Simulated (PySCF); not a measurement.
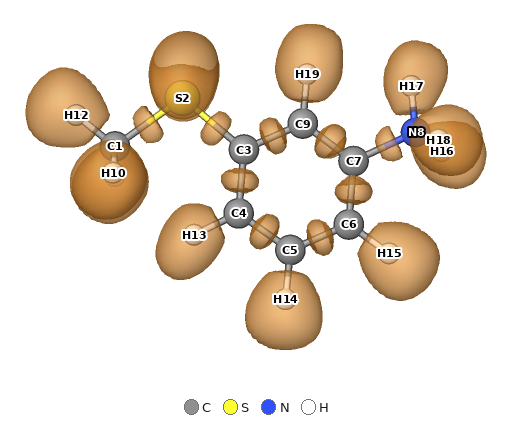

Figure 1: C7H10NS (charge +1). Isosurface of the electron localisation function at 0.8 (orange), seen across its widest extent. Core shells and regions of very low density are left out.

Geometry: GFN2-xTB.

The calculation used PySCF, PBE0/pcSseg-1, SCF density, gas phase, non-relativistic.

```xyz
19

C     3.4775   -0.6342   -0.5144
S     1.9978   -1.6070   -0.1372
C     0.7020   -0.4367   -0.1263
C     0.8537    0.9351   -0.3334
C    -0.2431    1.7743   -0.3038
C    -1.5177    1.2789   -0.0688
C    -1.6576   -0.0843    0.1353
N    -3.0120   -0.6433    0.3940
C    -0.5827   -0.9429    0.1111
H     3.6589    0.0915    0.2725
H     3.3732   -0.1600   -1.4855
H     4.2929   -1.3510   -0.5442
H     1.8278    1.3551   -0.5177
H    -0.1083    2.8314   -0.4661
H    -2.3687    1.9400   -0.0477
H    -3.6692   -0.3535   -0.3430
H    -2.9582   -1.6708    0.4153
H    -3.3755   -0.3093    1.2976
H    -0.7003   -2.0040    0.2699
```

Question: Describe the localisation domains.

Answer: The surface consists of six regions between bonded C–C atoms (shared pairs), one region between bonded C–N atoms (shared pairs), two regions between bonded C–S atoms (shared pairs), ten regions around hydrogen nuclei and one lobe on S, pointing away from the bonds (lone pairs, which may merge into one lobe). Along the contacts the grid gives the following. C–C (1.38 Å): the ELF peaks at about 0.95 between the atoms: a covalent bond. C–N (1.49 Å): the ELF peaks at about 0.95 between the atoms: localised, covalent bonding.
